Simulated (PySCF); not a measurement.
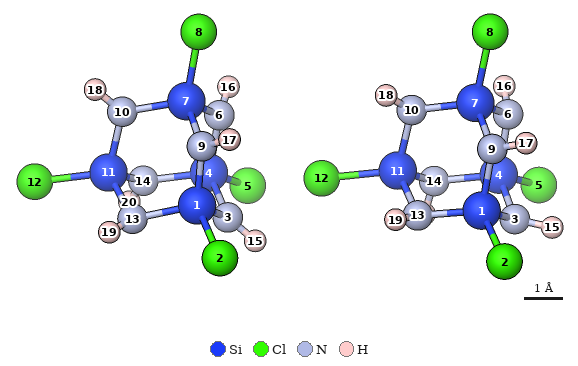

Two geometries of Si4N6H6Cl4, drawn at one scale. One is the start of a relaxation, the other its converged end. Style: ball-and-stick. Shown from a free direction.

The calculation used PBE0-D3(BJ)/def2-SVP geometry optimisation, gas phase in PySCF 2.14.0, density-fitted response routines. 

Which geometry has the lower energy?

The right one is the relaxed one. The start comes from GFN2-xTB. Its atoms were then displaced at random by about 0.03 Å. After 20 geometry steps the energy has fallen by 33.8 kcal/mol. The atom that moves furthest after the best rigid fit is H15 (0.45 Å). Largest moves by element: H 0.45 Å, Si 0.18 Å, N 0.18 Å, Cl 0.15 Å. Near-neighbour distances that change, for instance: N3–Si4 1.884 → 1.738 Å, Si4–Cl5 1.930 → 2.047 Å, Si1–N9 1.666 → 1.756 Å, Si7–Cl8 1.965 → 2.049 Å. Among the angles between lasting bonds that change: Si1–N13–H19 126.8° → 113.2°, Si1–N3–H15 128.5° → 115.7°, Si11–N14–H20 119.9° → 111.9°.
